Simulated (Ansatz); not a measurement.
# ScAl3 (Pm-3m): the Drude term of Re ε in the infrared

Re ε of ScAl3 (Pm-3m) at low photon energies is read from one computed spectrum; the carriers' damping was typed as γ = 0.05 eV.

Cell: a, b, c = 4.088, 4.088, 4.088 Å (primitive vectors), 4 atoms.

Method: Ansatz 0.2.0, PBE, independent particles, k-mesh 10×10×10 with interpolation inside its cells, Gaussian parameter 0.1 eV.

Launch of the response step: `ansatz run input.yaml --threads 4 --pin off --max-ram 8192MiB --backend cpu --events-out ev --progress --plain --runs-dir out`. The run took 22 s, on 4 threads of Intel(R) Xeon(R) Processor @ 2.70GHz, with other jobs on the host.

```
photon energy E (eV)  wavelength (µm)    Re ε
                0.25             4.96  -474.6
                0.30             4.13  -323.4
                0.35             3.54  -230.2
                0.40             3.10  -168.9
                0.50             2.48   -95.6
                0.60             2.07   -55.2
                0.70             1.77       ?
```

A Drude term over a constant background gives Re ε = ε_b − ωp²/(E² + γ²), linear in 1/(E² + γ²).

Working, on the rows shown:

| x = 1/(E² + γ²) (eV⁻²) | y = Re ε |
| --- | --- |
| 15.3846 | -474.6 |
| 10.8108 | -323.4 |
| 8 | -230.2 |
| 6.15385 | -168.9 |
| 3.9604 | -95.6 |
| 2.75862 | -55.2 |

Means: x̄ = 7.8447, ȳ = -224.65. Σ(x − x̄)(y − ȳ) = -3636, Σ(x − x̄)² = 109.5. Slope = -3636 / 109.5 = -33.21; intercept = ȳ − slope · x̄ = 35.849. The line misses the rows shown by at most 0.56.

**Question.** Predict the last column of the withheld row from the fit.

**Answer.** At x = 2.0305 the line gives y = -31.576. The run gave -31.0, so the extrapolation is off by 0.58, 0.1 % of the range in the table.

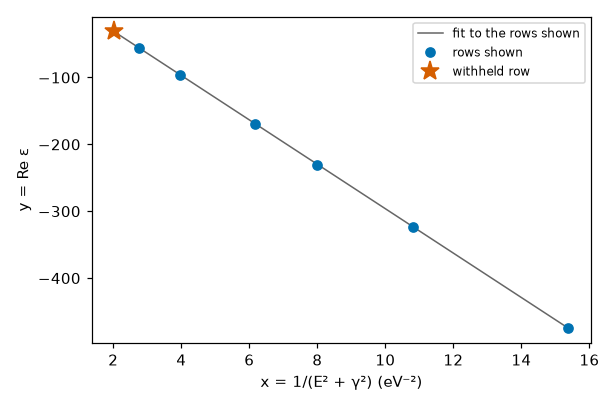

Refitted with all rows, the slope is -33.23 and the intercept 36.077. These give ωp = √(−slope) = 5.76 eV, against 5.74 eV from the program's Fermi-surface sum, and a background ε_b = 36.1 from interband transitions. The values come from a sum over the points of one k-mesh and carry its error, which is largest for Fermi-surface quantities.

[Logs are printed without paths, hosts, clocks, repeated set-up lines and the standing remarks that a program may print on its own settings, such as how far it seeks lower states.]
